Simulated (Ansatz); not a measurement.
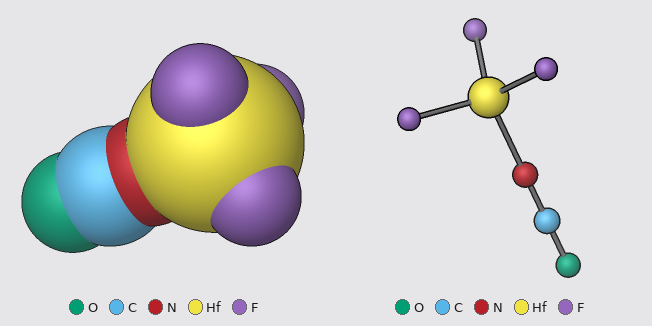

Two views of one molecule.

Charge 0, singlet. Computed geometry: PBE0-D4/def2-TZVP optimisation.

Describe the molecule.

It has 7 atoms: 1 carbon, 3 fluorine, 1 hafnium, 1 nitrogen and 1 oxygen (CF3HfNO). As SMILES it reads `O=C=[N][Hf]([F])([F])[F]`. This geometry has C3v symmetry. Coordination: 1 C linear; 1 N linear; 1 Hf tetrahedral.

More results for the same structure follow; atom numbers are the same in all pictures, views and colours differ.

## Shape

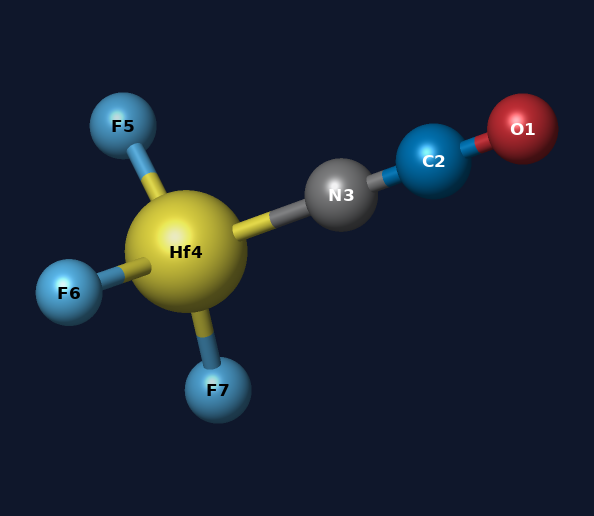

Numbered structure.

List the bonds and their lengths.

```json
{"bond": "O1–C2", "length (Å)": "1.161"}
{"bond": "C2–N3", "length (Å)": "1.204"}
{"bond": "N3–Hf4", "length (Å)": "2.024"}
{"bond": "Hf4–F5", "length (Å)": "1.896"}
{"bond": "Hf4–F6", "length (Å)": "1.896"}
{"bond": "Hf4–F7", "length (Å)": "1.896"}
```

## Electronic properties

Properties computed with RKS PBE0-D4/def2-TZVPP, core potentials on Hf (Ansatz 0.2.0).

Predict the main results.

- HOMO energy (Kohn–Sham orbital): −9.39 eV
- LUMO energy (Kohn–Sham orbital): −1.27 eV
- HOMO–LUMO gap: 8.12 eV
- dispersion correction: −11.7 kJ/mol

## Vibrations

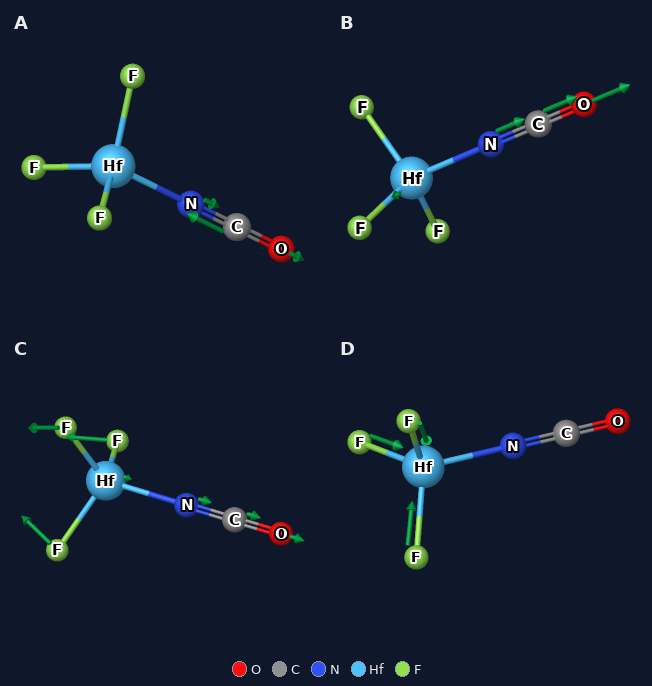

4 normal modes of one molecule or complex, as arrows. Harmonic vibrations computed with RKS PBE0-D4/def2-TZVP, core potentials on Hf (Ansatz 0.2.0) at a stationary point of the same level.

Match the panels to the wavenumbers 162 cm⁻¹, 400 cm⁻¹, 667 cm⁻¹, 2368 cm⁻¹.

Answer. A: 2368 cm⁻¹
B: 400 cm⁻¹, Hf–N stretching
C: 162 cm⁻¹, angle bending
D: 667 cm⁻¹, in-phase stretching of 3 Hf–F bonds

## Charges

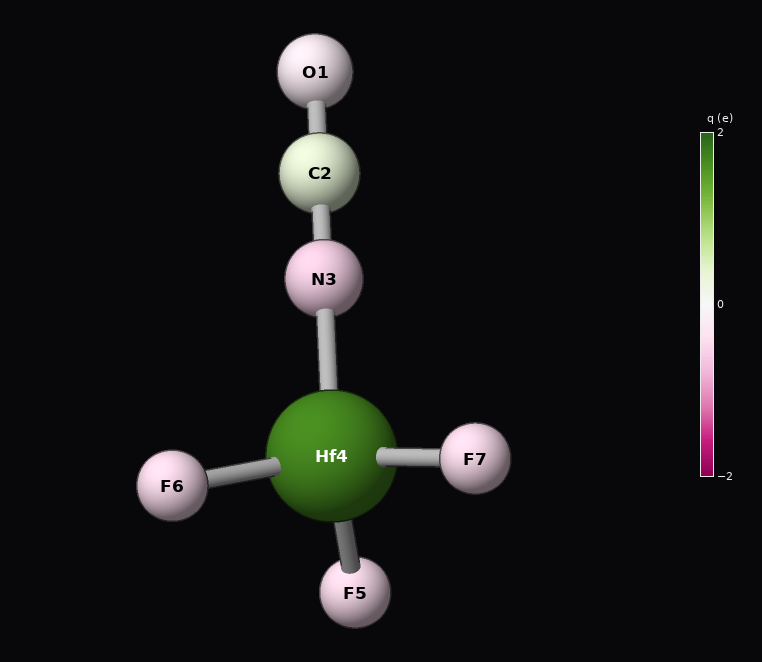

Atoms are coloured by their Mulliken charges. Properties computed with RKS PBE0-D4/def2-TZVP, core potentials on Hf (Ansatz 0.2.0).

List the Mulliken charges.

```
atom  value (e)
  O1      −0.20
  C2       0.30
  N3      −0.51
 Hf4       1.65
  F5      −0.41
  F6      −0.41
  F7      −0.41
```

Mulliken values depend strongly on the basis set and can even reverse the polarity of a bond.
